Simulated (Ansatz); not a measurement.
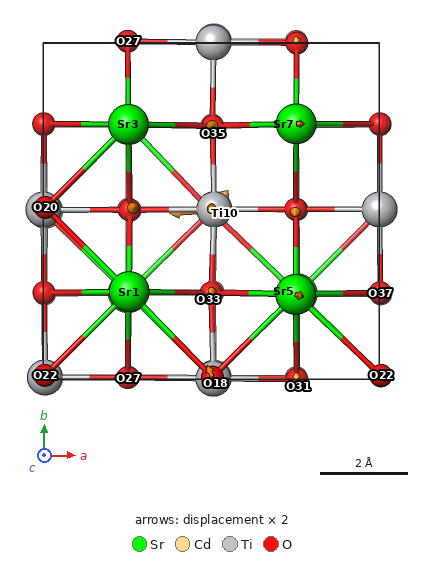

This is a relaxation of a defect cell of composition Sr$_{7}$CdTi$_{8}$O$_{23}$ (cell charge −1). The starting structure is drawn; orange arrows show the displacements, magnified 2 times.

The picture is a ball-and-stick view of the cell of the calculation (origin shifted), seen along the c axis.

Computed with DFT, PBEsol, PAW, plane waves (Ansatz). Settings: plane-wave cutoff 420 eV; k-point mesh 1 × 1 × 1; mesh shifted by (0.25, 0.25, 0.25); collinear spin; atoms relaxed in a fixed cell; force threshold 0.03 eV/Å; at most 80 steps.

> Which element moves most?

Oxygen: up to 0.49 Å, against 0.37 Å for titanium.

> What did the optimiser do to the structure, and how much energy did it gain?

The energy falls by 0.740 eV per cell of the calculation in 16 accepted moves (18 points after the start). Largest force component: 1.1 eV/Å at the start, 0.03 eV/Å at the end. The line search rejected the trial steps at points 9, 12 of the run. The atom that moves furthest is an O atom (0.49 Å along −a). By element the largest moves are O 0.49 Å, Ti 0.37 Å, Sr 0.14 Å, Cd 0.07 Å. The lattice vectors keep their values. Some distances before and after: O–Sr 2.760 → 3.240 Å, Sr–Ti 3.388 → 3.822 Å, Cd–Ti 3.345 → 2.920 Å, O–Sr 2.744 → 3.145 Å. Bond angles that change, for instance: Ti–O–Ti 175.1° → 140.2°, O–Ti–O 92.2° → 126.7°, O–Ti–O 179.5° → 146.6°.

Limits of the set-up: the periodic images lie only 7.8 Å apart, so the values are limited by the cell's size; the cell is charged, on a uniform background, and energies carry no finite-size correction.
